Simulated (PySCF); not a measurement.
**C5H5N (SMILES CC1(C#N)C=C1): density, localisation and related maps**

```xyz
11

C    -1.2321   -0.5632   -0.0292
C     0.0763    0.2054   -0.0780
C    -0.0312    1.5150   -0.6347
N    -0.1145    2.5668   -1.0817
C     1.3995   -0.5144   -0.2281
C     1.1602   -0.0323    0.9516
H    -1.9660   -0.0313    0.5749
H    -1.0673   -1.5469    0.4055
H    -1.6411   -0.6866   -1.0312
H     2.0115   -1.0401   -0.9177
H     1.4263    0.1383    1.9648
```

Geometry: GFN2-xTB.

Level of theory: PySCF, B3LYP/pcSseg-1, SCF density, gas phase, non-relativistic.

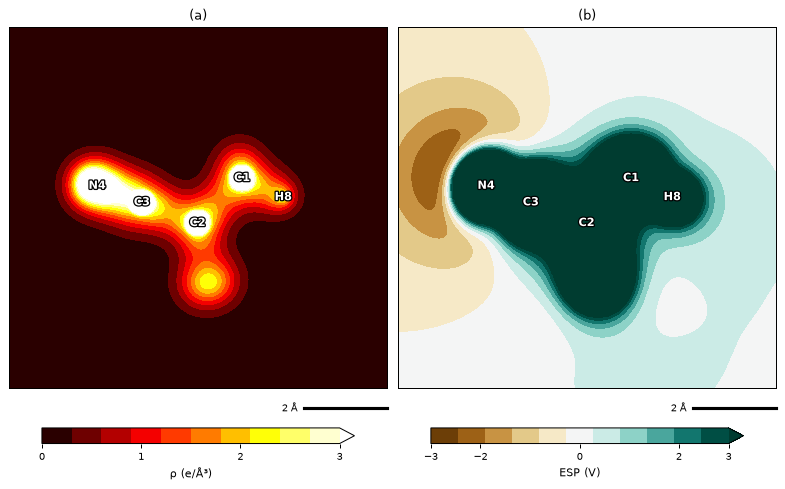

Figure 1. (a) total electron density; (b) electrostatic potential on the plane of atoms C1, C2 and C3.

**What do the fields say about this system?**

The section cuts through C, N and H sites.
C–N (1.15 Å): the density is about 3.6 e/Å³ at the midpoint.
C–H (1.09 Å): ρ is about 2 e/Å³ halfway.
C–C (1.43 Å): ρ at the midpoint is about 1.9 e/Å³.
Outside the dense part of the molecule the potential is most negative (−2.5 V) near N4.

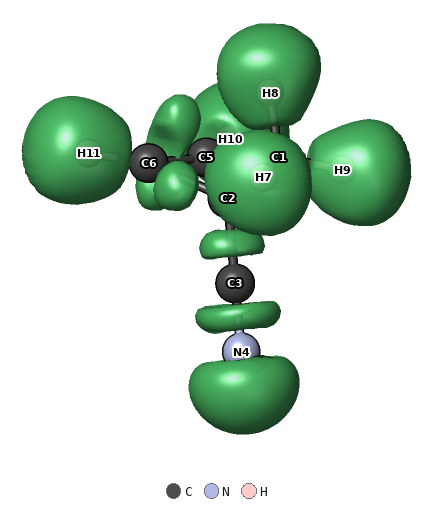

Figure 2. Isosurface of the ELF at 0.8 (green), seen at an oblique angle. Only the valence region is drawn (cores and ρ < 0.01 e/Å³ removed).

**Identify the bonds, lone pairs and shells in this picture.**

The ELF exceeds this value in five regions between bonded C–C atoms (shared pairs), one region between bonded C–N atoms (shared pairs), five regions around hydrogen nuclei and one lobe on N, pointing away from the bonds (lone pairs). Profiles from the grid: C–N (1.15 Å): the ELF peaks at about 0.85 between the atoms: a multiple bond. C–C (1.30 Å): the ELF peaks at about 0.85 between the atoms: a multiple bond.

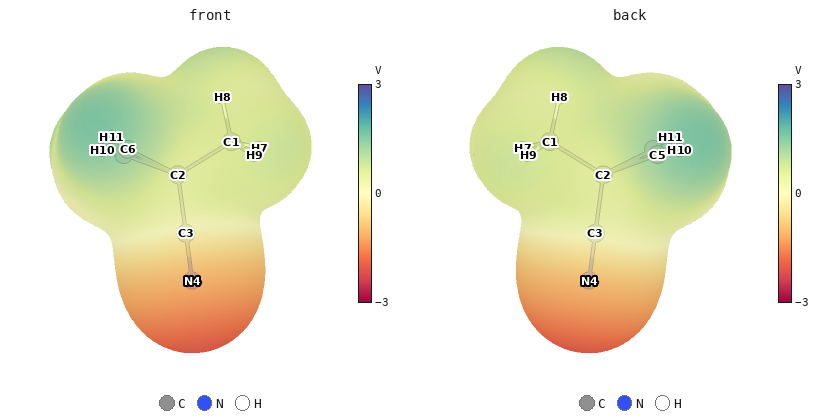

Figure 3. The electrostatic potential painted on the density surface at 0.002 e/bohr³, seen from the front and from behind; red is negative and blue positive.

**Where is the surface potential most negative and most positive?**

The most negative region (about −2.0 V) lies over N4, the most positive (about +1.6 V) over H10 and H11. N4 is the likeliest acceptor of a hydrogen bond.

**What dipole moment does the calculation give?**

Its dipole moment is 4.40 D.
